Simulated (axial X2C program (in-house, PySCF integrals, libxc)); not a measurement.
# GaN⁺: from the state search to constants

Aim: find the lowest determinant of GaN⁺, scan the bond at several levels and fit the constants, once spin-free and once with spin–orbit coupling.

The runs use an in-house X2C program for linear molecules on PySCF integrals; all-electron X2C, Ga dyall-cv3z, N dyall-av3z.

All values are calculated.

### Step 1. Input

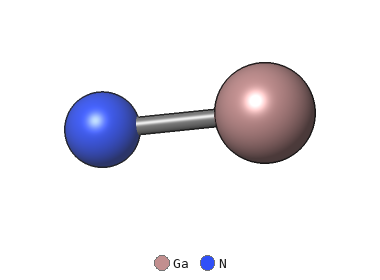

The two atoms at 1.770 Å (gallium pink, nitrogen blue).

Input file task.json:

```json
{"zs": [31, 7], "q": 1, "bas": ["dyall-cv3z", "dyall-av3z"], "levels": ["PBE0", "HF", "B3LYP"], "cc": true, "r0": 1.77, "thr": -1.0, "nmax": 90, "npts": 10, "nst": 2, "ntry": 6}
```

Keys: zs atomic numbers; q charge; bas basis sets; levels methods (HF also brings MP2); cc coupled cluster on or off; r0 starting distance in Å; thr threshold in hartree for freezing inner shells (an s shell follows its p shell); nmax most natural virtual spinors; npts points asked for on the curve; nst determinants followed; ntry starts of the search.

Started as:

```console
$ python so2c.py task.json out
```

Spin-free means the one-electron spin-free X2C Hamiltonian; two-component (2c) means X2C with spin–orbit coupling and atomic mean-field two-electron Coulomb and Gaunt terms. Basis: Ga dyall-cv3z contracted to [9s9p7d4f1g], N dyall-av3z contracted to [7s7p3d2f]; Gaussian nuclei, density fitting. Masses: Ga 68.926 u, N 14.003 u.

Notation: σ, π±, δ± give the projection m of an orbital's angular momentum (0, ±1, ±2), α and β its spin, Λ and M_S the sums; ω is the projection of a spinor's total angular momentum and Ω the sum. Logs are in hartree.

The results follow Hamiltonian by Hamiltonian and level by level.

### Step 2. Search for the lowest determinant

PBE0 moves the distance from 1.770 Å to 2.565 Å and compares determinants there.

Spin-free determinants:

| ΔE (eV) | state | open shells |
| --- | --- | --- |
| 0.00 | M_S = 3/2, Λ = 0 | beyond closed shells: σα, π+α, π-α |
| 1.04 | M_S = 1/2, Λ = 0 | beyond closed shells: σβ, π+α, π-α |
| 2.31 | M_S = 1/2, Λ = 0 | beyond closed shells: σα, π+β, π-α |
| 2.31 | M_S = 1/2, Λ = 2 | beyond closed shells: σα, π+α, π+β |
| 2.79 | M_S = 1/2, Λ = 1 | beyond closed shells: π+α |
| 3.23 | M_S = 1/2, Λ = 1 | beyond closed shells: π+α, π+β, π-α |
| 6.05 | M_S = 3/2, Λ = 1 | beyond closed shells: 2 × π+α, π-α |

Two-component determinants:

```tsv
ΔE (eV)	state	open shells
0.00	Ω = 3/2	excess of +ω over −ω: ω = 3/2
1.04	Ω = 1/2	excess of +ω over −ω: 2 × ω = -1/2, ω = 3/2
2.30	Ω = 1/2	excess of +ω over −ω: ω = 1/2
2.31	Ω = 5/2	excess of +ω over −ω: 2 × ω = 1/2, ω = 3/2
2.32	Ω = 1/2	excess of +ω over −ω: ω = 1/2
6.10	Ω = 5/2	excess of +ω over −ω: ω = -1/2, 2 × ω = 3/2
```

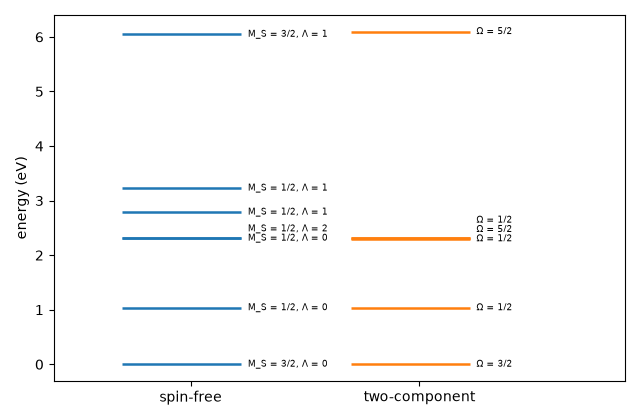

The determinants found, each set from its own lowest.

### Step 3. PBE0, spin-free

State followed: M_S = 3/2, Λ = 0 (beyond closed shells: σα, π+α, π-α). The scan is laid around 2.565 Å, a first estimate of the minimum, and this SCF restarts from the orbitals of the search.

The SCF at the reference distance of 2.565 Å:

```text
spin-free X2C-1e  PBE0
basis functions 165  fitting functions 915  grid points 5082
iter        total energy     max residual
   1      -1997.996112999     3.78e-05
   2      -1997.996113019     3.83e-05
   3      -1997.996113029     1.57e-05
converged
one-electron -2861.55044629  Coulomb 901.15363457  exact exchange -20.20153737  xc functional -62.16636229  nuclear repulsion 44.76859835
```

Along the bond, energies from the lowest point:

| R (Å) | E (eV) | μ (D) | HOMO (eV) | LUMO (eV) | iterations |
| --- | --- | --- | --- | --- | --- |
| 2.232 | 0.0506 | -0.31 | -15.27 | -10.13 | 21 |
| 2.334 | 0.0200 | -0.39 | -15.34 | -9.90 | 15 |
| 2.411 | 0.0075 | -0.48 | -15.38 | -9.73 | 14 |
| 2.488 | 0.0013 | -0.58 | -15.41 | -9.56 | 12 |
| 2.565 | 0.0000 | -0.70 | -15.42 | -9.40 | 3 |
| 2.655 | 0.0030 | -0.84 | -15.41 | -9.22 | 12 |
| 2.745 | 0.0095 | -0.99 | -15.38 | -9.06 | 12 |
| 2.860 | 0.0213 | -1.19 | -15.30 | -8.87 | 12 |
| 3.001 | 0.0382 | -1.43 | -15.16 | -8.67 | 11 |
| 3.206 | 0.0637 | -1.75 | -14.85 | -8.45 | 11 |

Dipoles are positive if N is the positive end and refer to the centre of mass.

Outer orbitals at the reference distance:

```tsv
symmetry	occupied	ε (eV)	atomic character
σα	yes	-30.34	98% Ga d, 2% N s
δ-α	yes	-30.32	100% Ga d
δ+α	yes	-30.32	100% Ga d
δ+β	yes	-30.31	100% Ga d
δ-β	yes	-30.31	100% Ga d
π+α	yes	-30.30	100% Ga d
π-α	yes	-30.30	100% Ga d
π+β	yes	-30.28	100% Ga d
π-β	yes	-30.28	100% Ga d
σβ	yes	-30.28	100% Ga d
σα	yes	-28.94	92% N s, 5% Ga d, 2% Ga p
σβ	yes	-23.09	90% N s, 3% Ga p, 3% Ga d
σα	yes	-17.75	48% Ga s, 47% N p, 2% N d
σβ	yes	-16.72	80% Ga s, 11% N p, 4% N s
π-α	yes	-16.11	98% N p
π+α	yes	-16.11	98% N p
σα	yes	-15.42	52% N p, 37% Ga s, 8% Ga p
σβ	no	-9.40	59% N p, 35% Ga p, 4% Ga s
π-β	no	-8.65	60% N p, 38% Ga p
π+β	no	-8.65	60% N p, 38% Ga p
π-α	no	-7.88	93% Ga p, 3% N p, 3% N d
```

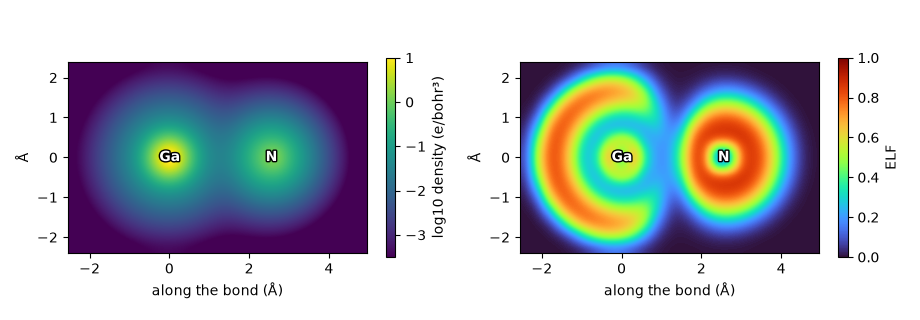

PBE0 fields in a plane through the axis, from a grid of 0.3 Å; Ga lies at z = 0 and N at z = 2.565 Å; the ELF is damped to zero where the density is low.

Re = 2.551 Å, ωe = 123.0 cm⁻¹, ωexe = 2.09 cm⁻¹, Be = 0.2226 cm⁻¹, De = 0.178 eV, μ = -0.67 D.

### Step 4. HF, spin-free

Output at 2.565 Å:

```text
spin-free X2C-1e  HF
basis functions 165  fitting functions 915  grid points 5082
iter        total energy     max residual
   1      -1996.434362863     2.81e-01
   2      -1996.457689795     1.27e-02
   3      -1996.458736445     2.38e-02
   4      -1996.459299699     4.27e-03
   5      -1996.459321150     7.79e-04
   6      -1996.459327774     5.96e-04
   7      -1996.459328612     2.27e-04
   8      -1996.459328918     5.06e-05
   9      -1996.459328942     3.51e-05
  10      -1996.459328945     4.47e-06
  11      -1996.459328945     1.60e-06
converged
one-electron -2862.27350227  Coulomb 902.00493162  exact exchange -80.95935664  xc functional 0.00000000  nuclear repulsion 44.76859835
```

No constants are quoted: the lowest point is the long end of the scan.

### Step 5. B3LYP, spin-free

Output at 2.565 Å:

```text
spin-free X2C-1e  B3LYP
basis functions 165  fitting functions 915  grid points 5082
iter        total energy     max residual
   1      -1998.370906691     4.81e-02
   2      -1998.371986040     3.09e-03
   3      -1998.372041646     1.98e-03
   4      -1998.372053264     5.24e-04
   5      -1998.372054418     1.86e-04
   6      -1998.372054718     5.44e-05
   7      -1998.372054728     1.47e-05
converged
one-electron -2861.45278752  Coulomb 901.04611570  exact exchange -16.15735256  xc functional -66.57662869  nuclear repulsion 44.76859835
```

Re = 2.602 Å, ωe = 117.0 cm⁻¹, ωexe = 2.1 cm⁻¹, Be = 0.2139 cm⁻¹, De = 0.157 eV, μ = -0.76 D.

### Step 6. Correlated methods, spin-free

Correlated methods: 7 electrons correlated (frozen shells, counted by type: Ga 3 s, 2 p, 1 d; N 1 s), 261 virtual spinors in MP2, 90 natural virtuals in coupled cluster.

Output of the correlated part at 2.565 Å:

```text
correlated 7  virtual 261  natural virtual 90  E(MP2) -0.131426888  MP2 remainder -0.002660249
iter   CCSD correlation   residual
   1     -0.147458787   1.06e-01
   2     -0.154749854   4.33e-02
   3     -0.154995543   9.08e-03
   4     -0.155035749   4.15e-03
   5     -0.155075037   2.39e-03
   6     -0.155087271   8.95e-04
   7     -0.155091608   3.85e-04
   8     -0.155089469   1.55e-04
   9     -0.155088598   6.22e-05
  10     -0.155088817   2.44e-05
  11     -0.155089081   1.15e-05
  12     -0.155089253   4.70e-06
  13     -0.155089278   1.73e-06
  14     -0.155089284   7.15e-07
(T) -0.003233322  T1 0.0158  D1 0.0266  max T2 0.107
```

T1 in the output is the amplitude norm over the root of the electron number; divide by √2 for the Lee–Taylor value.

MP2: No constants are quoted: too few points lie around the minimum for a second fit to confirm the first.

CCSD: No constants are quoted: the lowest point is the long end of the scan.

CCSD(T): No constants are quoted: the lowest point is the long end of the scan.

### Step 7. A higher determinant, spin-free

State: M_S = 1/2, Λ = 0 (beyond closed shells: σβ, π+α, π-α).

Output at the reference distance:

```text
spin-free X2C-1e  PBE0
basis functions 165  fitting functions 915  grid points 5082
iter        total energy     max residual
   1      -1997.958064476     4.29e-05
   2      -1997.958064500     2.91e-05
   3      -1997.958064509     1.80e-05
converged
one-electron -2861.43408721  Coulomb 901.02650691  exact exchange -20.18471017  xc functional -62.13437239  nuclear repulsion 44.76859835
```

| R (Å) | E above the lowest PBE0 point (eV) |
| --- | --- |
| 2.232 | 0.939 |
| 2.334 | 0.970 |
| 2.411 | 0.993 |
| 2.488 | 1.015 |
| 2.565 | 1.035 |
| 2.655 | 1.057 |
| 2.745 | 1.078 |
| 2.860 | 1.102 |
| 3.001 | 1.129 |

No constants are quoted: the lowest point is the short end of the scan.

### Step 8. The spin-free curves together

Energy (eV) of the followed determinant, spin-free, from each level's lowest point:

| R (Å) | PBE0 | HF | MP2 | CCSD | CCSD(T) | B3LYP |
| --- | --- | --- | --- | --- | --- | --- |
| 2.232 | 0.051 | 0.393 | 0.227 | n/a | n/a | 0.066 |
| 2.334 | 0.020 | 0.276 | 0.145 | 0.131 | 0.109 | 0.029 |
| 2.411 | 0.007 | 0.210 | 0.101 | 0.092 | 0.075 | 0.013 |
| 2.488 | 0.001 | 0.158 | 0.068 | 0.061 | 0.048 | 0.004 |
| 2.565 | 0.000 | 0.117 | 0.043 | 0.039 | 0.029 | 0.000 |
| 2.655 | 0.003 | 0.080 | 0.023 | 0.020 | 0.014 | 0.000 |
| 2.745 | 0.010 | 0.053 | 0.011 | 0.008 | 0.005 | 0.005 |
| 2.860 | 0.021 | 0.029 | 0.002 | 0.000 | 0.000 | 0.014 |
| 3.001 | 0.038 | 0.011 | 0.000 | n/a | n/a | 0.028 |
| 3.206 | 0.064 | 0.000 | 0.006 | n/a | n/a | 0.052 |

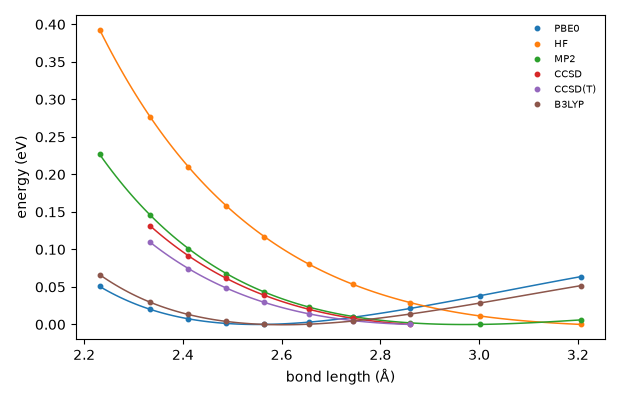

Curves of the followed state, spin-free, each from its own lowest point.

### Step 9. PBE0, 2c

State followed: Ω = 3/2 (excess of +ω over −ω: ω = 3/2). The scan is laid around 2.565 Å, a first estimate of the minimum, and this SCF restarts from the orbitals of the search.

Output at 2.565 Å:

```text
two-component X2C + atomic mean field  PBE0
basis functions 165  fitting functions 915  grid points 5082
iter        total energy     max residual
   1      -1997.389758922     5.83e-05
   2      -1997.389758930     2.80e-05
   3      -1997.389758939     9.12e-06
converged
one-electron -2860.01631466  Coulomb 900.84696133  exact exchange -20.19519929  xc functional -62.14682283  nuclear repulsion 44.76859835  atomic mean-field constant -0.64698184
```

Along the bond, energies from the lowest point:

| R (Å) | E (eV) | μ (D) | HOMO (eV) | LUMO (eV) | iterations |
| --- | --- | --- | --- | --- | --- |
| 2.232 | 0.0509 | -0.31 | -15.27 | -10.13 | 22 |
| 2.334 | 0.0202 | -0.39 | -15.34 | -9.90 | 15 |
| 2.411 | 0.0076 | -0.48 | -15.38 | -9.73 | 14 |
| 2.488 | 0.0014 | -0.58 | -15.40 | -9.56 | 12 |
| 2.565 | 0.0000 | -0.70 | -15.42 | -9.40 | 3 |
| 2.655 | 0.0030 | -0.84 | -15.41 | -9.22 | 12 |
| 2.745 | 0.0095 | -0.99 | -15.38 | -9.06 | 12 |
| 2.860 | 0.0212 | -1.19 | -15.30 | -8.87 | 12 |
| 3.001 | 0.0381 | -1.43 | -15.15 | -8.67 | 11 |
| 3.206 | 0.0636 | -1.75 | -14.84 | -8.46 | 11 |

Dipoles are positive if N is the positive end and refer to the centre of mass.

Outer spinors at the reference distance:

```
   ω  occupied  ε (eV)            atomic character     λ mixture
-3/2       yes  -30.58                   100% Ga d  82% δ, 18% π
 3/2       yes  -30.57                   100% Ga d  81% δ, 19% π
 1/2       yes  -30.57                    99% Ga d  54% π, 46% σ
-1/2       yes  -30.56                   100% Ga d  62% π, 38% σ
 1/2       yes  -30.15                    98% Ga d  54% σ, 46% π
 5/2       yes  -30.15                   100% Ga d        100% δ
-5/2       yes  -30.14                   100% Ga d        100% δ
 3/2       yes  -30.13                   100% Ga d  81% π, 19% δ
-3/2       yes  -30.13                   100% Ga d  82% π, 18% δ
-1/2       yes  -30.12                   100% Ga d  62% σ, 38% π
 1/2       yes  -28.94   92% N s, 5% Ga d, 2% Ga p        100% σ
-1/2       yes  -23.09   90% N s, 3% Ga p, 3% Ga d        100% σ
 1/2       yes  -17.75   48% Ga s, 47% N p, 2% N d        100% σ
-1/2       yes  -16.72   80% Ga s, 11% N p, 4% N s        100% σ
-1/2       yes  -16.12                     98% N p        100% π
 3/2       yes  -16.11                     98% N p        100% π
 1/2       yes  -15.42  52% N p, 37% Ga s, 8% Ga p        100% σ
-1/2        no   -9.40  59% N p, 35% Ga p, 4% Ga s        100% σ
 1/2        no   -8.67           58% N p, 39% Ga p        100% π
-3/2        no   -8.63           61% N p, 36% Ga p        100% π
-1/2        no   -7.93    93% Ga p, 3% N p, 3% N d        100% π
```

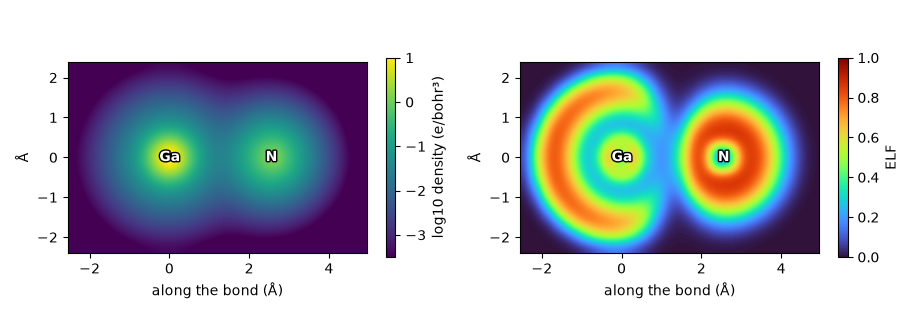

PBE0 fields in a plane through the axis, from a grid of 0.3 Å; Ga lies at z = 0 and N at z = 2.565 Å; the ELF is damped to zero where the density is low.

Re = 2.552 Å, ωe = 122.9 cm⁻¹, ωexe = 2.1 cm⁻¹, Be = 0.2225 cm⁻¹, De = 0.178 eV, μ = -0.67 D.

### Step 10. HF, 2c

Output at 2.565 Å:

```text
two-component X2C + atomic mean field  HF
basis functions 165  fitting functions 915  grid points 5082
iter        total energy     max residual
   1      -1995.828533980     2.81e-01
   2      -1995.851848812     1.27e-02
   3      -1995.852894712     2.37e-02
   4      -1995.853455165     4.28e-03
   5      -1995.853476648     7.62e-04
   6      -1995.853483317     6.02e-04
   7      -1995.853484180     2.31e-04
   8      -1995.853484509     5.34e-05
   9      -1995.853484540     4.06e-05
  10      -1995.853484548     1.44e-05
  11      -1995.853484552     1.23e-05
  12      -1995.853484556     1.60e-05
  13      -1995.853484557     6.60e-06
  14      -1995.853484557     9.81e-07
converged
one-electron -2860.73667744  Coulomb 901.69542185  exact exchange -80.93384547  xc functional 0.00000000  nuclear repulsion 44.76859835  atomic mean-field constant -0.64698184
```

No constants are quoted: the lowest point is the long end of the scan.

### Step 11. B3LYP, 2c

The SCF at the reference distance of 2.565 Å:

```text
two-component X2C + atomic mean field  B3LYP
basis functions 165  fitting functions 915  grid points 5082
iter        total energy     max residual
   1      -1997.764364738     4.86e-02
   2      -1997.765443166     3.13e-03
   3      -1997.765499584     2.01e-03
   4      -1997.765511358     5.21e-04
   5      -1997.765512509     1.88e-04
   6      -1997.765512811     5.43e-05
   7      -1997.765512821     1.40e-05
converged
one-electron -2859.91726964  Coulomb 900.73797350  exact exchange -16.15226599  xc functional -66.55556721  nuclear repulsion 44.76859835  atomic mean-field constant -0.64698184
```

Re = 2.603 Å, ωe = 117.0 cm⁻¹, ωexe = 2.1 cm⁻¹, Be = 0.2137 cm⁻¹, De = 0.157 eV, μ = -0.77 D.

### Step 12. MP2 and beyond, 2c

Correlated methods: 7 electrons correlated (frozen shells, counted by type: Ga 3 s, 2 p, 1 d; N 1 s), 261 virtual spinors in MP2, 90 natural virtuals in coupled cluster.

Output of the correlated part at 2.565 Å:

```text
correlated 7  virtual 261  natural virtual 90  E(MP2) -0.131412708  MP2 remainder -0.002660233
iter   CCSD correlation   residual
   1     -0.147439313   1.06e-01
   2     -0.154726736   4.33e-02
   3     -0.154972932   9.10e-03
   4     -0.155013291   4.15e-03
   5     -0.155052589   2.39e-03
   6     -0.155064831   8.95e-04
   7     -0.155069182   3.86e-04
   8     -0.155067046   1.56e-04
   9     -0.155066176   6.26e-05
  10     -0.155066396   2.46e-05
  11     -0.155066662   1.16e-05
  12     -0.155066835   4.77e-06
  13     -0.155066861   1.83e-06
  14     -0.155066867   8.04e-07
(T) -0.003233428  T1 0.0158  D1 0.0266  max T2 0.106
```

MP2: No constants are quoted: too few points lie around the minimum for a second fit to confirm the first.

CCSD: No constants are quoted: the lowest point is the long end of the scan.

CCSD(T): No constants are quoted: the lowest point is the long end of the scan.

### Step 13. A higher determinant, 2c

State: Ω = 1/2 (excess of +ω over −ω: 2 × ω = -1/2, ω = 3/2).

Output at the reference distance:

```text
two-component X2C + atomic mean field  PBE0
basis functions 165  fitting functions 915  grid points 5082
iter        total energy     max residual
   1      -1997.351717386     9.39e-05
   2      -1997.351717392     5.56e-05
   3      -1997.351717424     8.77e-06
   4      -1997.351717424     1.80e-06
converged
one-electron -2859.89980423  Coulomb 900.71966918  exact exchange -20.17837043  xc functional -62.11482846  nuclear repulsion 44.76859835  atomic mean-field constant -0.64698184
```

| R (Å) | E above the lowest PBE0 point (eV) |
| --- | --- |
| 2.232 | 0.939 |
| 2.334 | 0.970 |
| 2.411 | 0.993 |
| 2.488 | 1.015 |
| 2.565 | 1.035 |
| 2.655 | 1.057 |
| 2.745 | 1.077 |
| 2.860 | 1.102 |
| 3.001 | 1.129 |

No constants are quoted: the lowest point is the short end of the scan.

### Step 14. The 2c curves together

Energy (eV) of the followed determinant, 2c, from each level's lowest point:

| R (Å) | PBE0 | HF | MP2 | CCSD | CCSD(T) | B3LYP |
| --- | --- | --- | --- | --- | --- | --- |
| 2.232 | 0.051 | 0.393 | 0.227 | n/a | n/a | 0.067 |
| 2.334 | 0.020 | 0.277 | 0.146 | 0.131 | 0.110 | 0.030 |
| 2.411 | 0.008 | 0.210 | 0.101 | 0.092 | 0.075 | 0.013 |
| 2.488 | 0.001 | 0.158 | 0.068 | 0.062 | 0.049 | 0.004 |
| 2.565 | 0.000 | 0.117 | 0.043 | 0.039 | 0.029 | 0.000 |
| 2.655 | 0.003 | 0.081 | 0.023 | 0.020 | 0.014 | 0.000 |
| 2.745 | 0.009 | 0.053 | 0.011 | 0.008 | 0.005 | 0.004 |
| 2.860 | 0.021 | 0.029 | 0.002 | 0.000 | 0.000 | 0.014 |
| 3.001 | 0.038 | 0.011 | 0.000 | n/a | n/a | 0.028 |
| 3.206 | 0.064 | 0.000 | 0.006 | n/a | n/a | 0.052 |

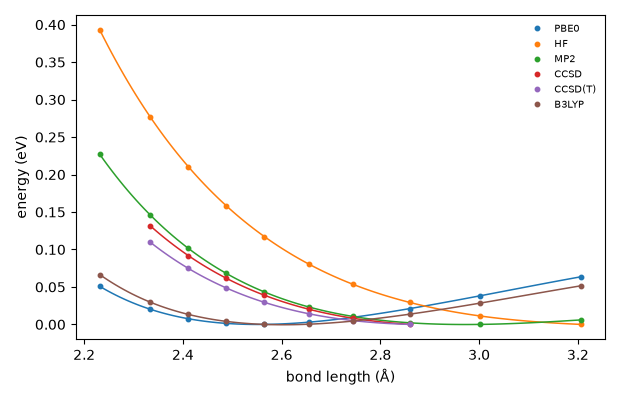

Curves of the followed state, 2c, each from its own lowest point.

The whole job took 2.3 min on 1 thread of AMD EPYC 7R43 (Zen 3), shared host; peak memory 0.46 GiB.

### Step 15. Constants

Lowest determinant that the search found at its distance, spin-free: M_S = 3/2, Λ = 0 (beyond closed shells: σα, π+α, π-α).

Lowest determinant that the search found at its distance, 2c: Ω = 3/2 (excess of +ω over −ω: ω = 3/2).

```json
{"Hamiltonian": "spin-free", "level": "PBE0", "Re (Å)": "2.551", "ωe (cm⁻¹)": "123.0", "De (eV)": "0.178", "μ (D)": "-0.67"}
{"Hamiltonian": "spin-free", "level": "B3LYP", "Re (Å)": "2.602", "ωe (cm⁻¹)": "117.0", "De (eV)": "0.157", "μ (D)": "-0.76"}
{"Hamiltonian": "2c", "level": "PBE0", "Re (Å)": "2.552", "ωe (cm⁻¹)": "122.9", "De (eV)": "0.178", "μ (D)": "-0.67"}
{"Hamiltonian": "2c", "level": "B3LYP", "Re (Å)": "2.603", "ωe (cm⁻¹)": "117.0", "De (eV)": "0.157", "μ (D)": "-0.77"}
```

Dipoles are positive if N is the positive end and refer to the centre of mass. No constants: spin-free HF (the lowest point is the long end of the scan); spin-free MP2 (too few points lie around the minimum for a second fit to confirm the first); spin-free CCSD (the lowest point is the long end of the scan); spin-free CCSD(T) (the lowest point is the long end of the scan); 2c HF (the lowest point is the long end of the scan); 2c MP2 (too few points lie around the minimum for a second fit to confirm the first); 2c CCSD (the lowest point is the long end of the scan); 2c CCSD(T) (the lowest point is the long end of the scan).

Time per point (s) on 1 thread of AMD EPYC 7R43 (Zen 3), shared host (2c runs); the times are rough: PBE0 0.65, B3LYP 0.72.

**Reading.** At PBE0, going from spin-free to two-component changes Re by +1 mÅ, ωe by -0.1 %; the spin-free picture holds up (part of it comes from the scalar share of the two-electron terms). De moves by 0.00 eV; both De rest on single-determinant atoms, which can miss part of an open shell's spin–orbit lowering.

De refers to Ga+ + N, each in the lowest determinant found, which need not be this curve's own limit. The state is a single determinant with fixed occupations, the lowest that a limited PBE0 search found. De is counted from the lowest determinant-based energies of the atoms at the same level, without counterpoise correction. Density functionals use the spin component along the axis (collinear). With several unpaired electrons one determinant need not be a pure state.
